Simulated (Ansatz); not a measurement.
Input file:

```
crystal:
  lattice:
    - [2.8467640396, 0.0004138463, 0.0011433294]
    - [1.2312794709, 5.1200467709, 0.0022917315]
    - [0.6542980221, 2.332144579, 7.2993926297]
  atoms:
    - { symbol: Mg, position: [0.4524453123, 0.8747273574, 0.0777059892] }
    - { symbol: Mg, position: [0.5761439505, 0.2719078589, 0.2552859581] }
    - { symbol: Ti, position: [0.9323959398, 0.9849608929, 0.7153892369] }
    - { symbol: Ti, position: [0.1110670527, 0.7011576311, 0.4634935416] }
    - { symbol: Ti, position: [0.1726220549, 0.4186361115, 0.8219062694] }
    - { symbol: O, position: [0.7197779441, 0.4146504755, 0.6218683595] }
    - { symbol: O, position: [0.5415781445, 0.6893691494, 0.8686118613] }
    - { symbol: O, position: [0.4939696011, 0.9779238562, 0.5090721177] }
basis:
  ecutwfc: 420
kpoints:
  mp_grid: { grid: [12, 6, 4] }
  band_path:
    path:
      - [[0.0, 0.0, 0.0], [-0.5, 0.0, 0.0]]
      - [[0.0, 0.0, -0.5], [0.0, 0.0, 0.0], [0.0, -0.5, 0.0]]
      - [[-0.5, -0.5, -0.5], [0.0, 0.0, 0.0], [0.0, -0.5, -0.5]]
      - [[-0.5, -0.5, 0.0], [0.0, 0.0, 0.0], [-0.5, 0.0, -0.5]]
    npoints: 14
hamiltonian:
  xc: pbe
  hubbard: { sites: [{ species: Ti, l: d, u_eff: 4.0 }] }
scf:
  occupations: { method: gaussian, width: 0.1 }
  n_extra_bands: 20
output:
  forces: true
  stress: true
  eigenvalues: true
  populations: true
  dos: { projected: true, de: 0.02, nscf_kmesh: { grid: [15, 8, 5] } }
  bader: true
  write_density: true
  write_potential: true
  elf: true
  volumetric_format: npy
```

Run with:

```sh
ansatz run input.yaml --threads 1 --pin off --max-ram 2560MiB --backend cpu --events-out ev --progress --plain --runs-dir out
```

Below, planes, directions and counts refer to the conventional cell (a = 2.85 Å, b = 5.27 Å, c = 7.69 Å, α = 71.63°, β = 85.10°, γ = 76.47°).

Space group P1; a structure from a database of computed crystals, not necessarily the ambient phase; a generated structure, not necessarily the stable one; not relaxed (largest force 0.5 eV/Å); computed pressure about 4 GPa in this cell; computed without spin polarisation; Hubbard U of 4 eV on Ti d only.

Method: DFT PBE+U, scalar-relativistic, plane waves, PAW (Ansatz).

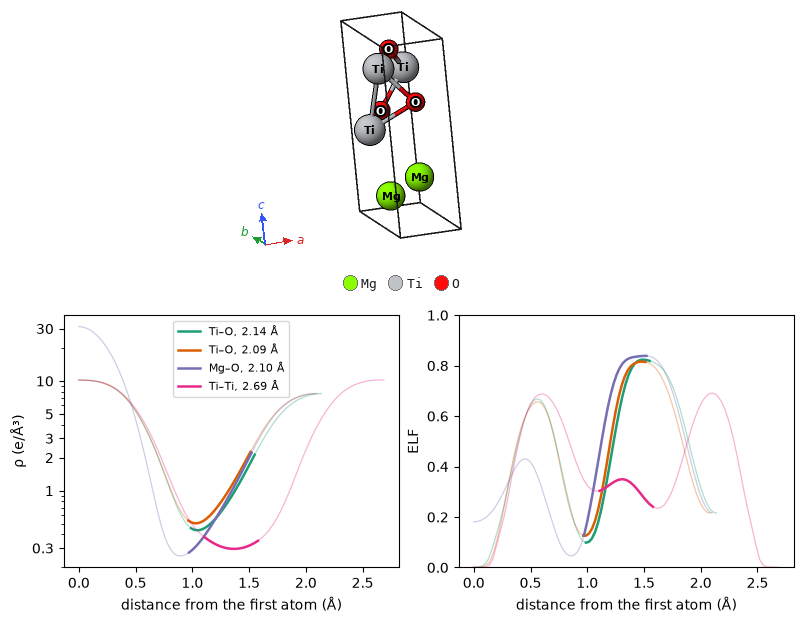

Mg2Ti3O3. Valence pseudo-density and electron localisation function along straight lines between neighbouring atoms. Thin, pale parts lie inside the atomic spheres. The structure is drawn too.

The density is the valence pseudo-density of a PAW calculation; it isn't the true density close to the nuclei.

What can be read from the curves?

Answer. Ti–O (2.14 Å): the density is about 0.44 e/Å³ at the midpoint; the ELF peaks at about 0.80 in the valence shell of O, 0.6 Å from its nucleus, and is about 0.15 at the midpoint: no shared electron pair shows on this line.
Ti–O (2.09 Å): ρ at the midpoint is about 0.51 e/Å³; the ELF peaks at about 0.80 in the valence shell of O, 0.6 Å from its nucleus, and is about 0.15 at the midpoint (no localised pair shows between them).
Mg–O (2.10 Å): the density is about 0.33 e/Å³ at the midpoint; the ELF peaks at about 0.85 in the valence shell of O, 0.6 Å from its nucleus, and is about 0.30 at the midpoint (no localised pair shows between them).
Ti–Ti (2.69 Å): ρ at the midpoint is about 0.3 e/Å³; the ELF is about 0.35 at the midpoint.
